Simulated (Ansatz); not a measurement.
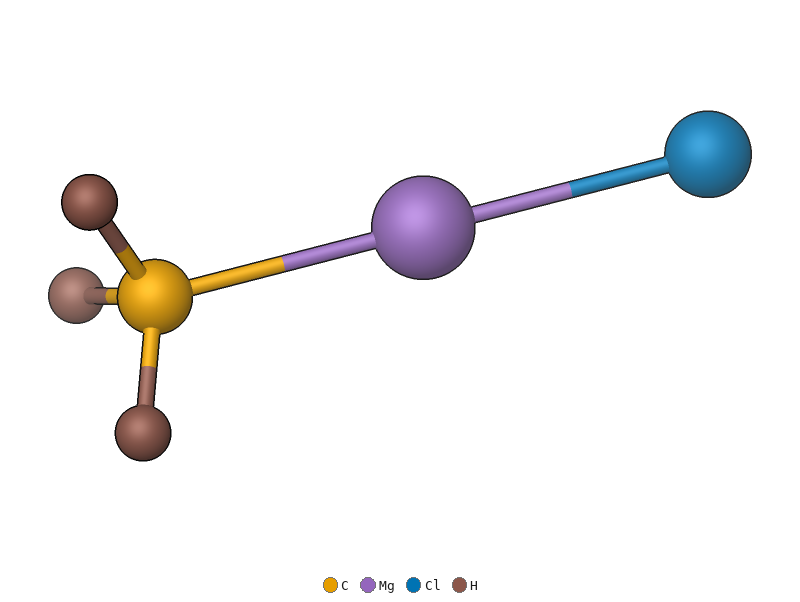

Starting geometry of the run.

The calculation was set up as follows.

```yaml
crystal:
  periodic: [false, false, false]
  atoms:
    - {symbol: C, position_ang: [-0.560262, 0.484291, -0.412031]}
    - {symbol: Mg, position_ang: [0.811577, -0.712725, 0.565761]}
    - {symbol: Cl, position_ang: [2.267213, -1.982714, 1.603332]}
    - {symbol: H, position_ang: [-1.418482, -0.095939, -0.762880]}
    - {symbol: H, position_ang: [-0.115280, 0.971640, -1.284262]}
    - {symbol: H, position_ang: [-0.942765, 1.271549, 0.243880]}
basis:
  gaussian: {orbitals: "6-31G*"}
hamiltonian: {xc: {name: r2SCAN50}, dispersion: d3bjatm}
scf: {lower_state_search: full}
output: {forces: true}
```

Command:

```sh
ansatz run in.yaml --threads 4 --pin off --events-out ev --progress --plain --max-ram 10444MiB
```

Output:

```
Functional definition: r2SCAN50
  name "r2SCAN50"
  cite "Bursch, Neugebauer, Ehlert & Grimme, J. Chem. Phys. 156, 134105 (2022) doi:10.1063/5.0086040"
  cite "Furness, Kaplan, Ning, Perdew & Sun, J. Phys. Chem. Lett. 11, 8208 (2020) doi:10.1021/acs.jpclett.0c02405"
  cite "Furness, Kaplan, Ning, Perdew & Sun, J. Phys. Chem. Lett. 11, 9248 (2020) doi:10.1021/acs.jpclett.0c03077"
  parent r2scan
  parameter a = 0.5
  parameter k0 = 0.174
  parameter k1 = 0.065
  parameter a1 = 4.9479
  exchange = (1 - a)*r2scan_x(k0 = k0, k1 = k1, a1 = a1) + a*exact_x
  correlation = r2scan_c
539 factors; integrals over basis functions are off by at most 4.9e-4 eV
mean field evaluation 1: about -19048.0235 eV, gradient 3.5e1 eV
mean field evaluation 2: about -19048.2074 eV, gradient 3.5e1 eV
mean field evaluation 4: about -19051.3235 eV, gradient 1.8e0 eV
mean field evaluation 8: about -19051.3408 eV, gradient 4.2e-2 eV
mean field evaluation 16: about -19051.3408 eV, gradient 7.9e-5 eV
mean field -19051.34078466 eV, -700.1238603738 hartree, gradient 7.9e-5 eV, S^2 0.000000; 0 other end points of the search recorded, 0 dependent functions left out
the calculation of the forces begins
reference -19051.34079344 eV, -700.1238606962 hartree; 19, 19 occupied and 40, 40 virtual orbitals, 539 factors
Total energy: -19051.37441966 eV, -700.1250964370 hartree
Atom 0 at    -0.560262     0.484291    -0.412031 Å, force    -0.045589     0.039767    -0.032535 eV/Å
Atom 1 at     0.811577    -0.712725     0.565761 Å, force    -0.093613     0.081688    -0.066703 eV/Å
Atom 2 at     2.267213    -1.982714     1.603332 Å, force     0.057253    -0.049973     0.040799 eV/Å
Atom 3 at    -1.418482    -0.095939    -0.762880 Å, force     0.147941     0.141213     0.052395 eV/Å
Atom 4 at    -0.115280     0.971640    -1.284262 Å, force    -0.117114    -0.075873     0.158375 eV/Å
Atom 5 at    -0.942765     1.271549     0.243880 Å, force     0.051123    -0.136822    -0.152332 eV/Å
Dipole moment:    -0.329503     0.287442    -0.234884 e Å
```

Self-consistency was reached.
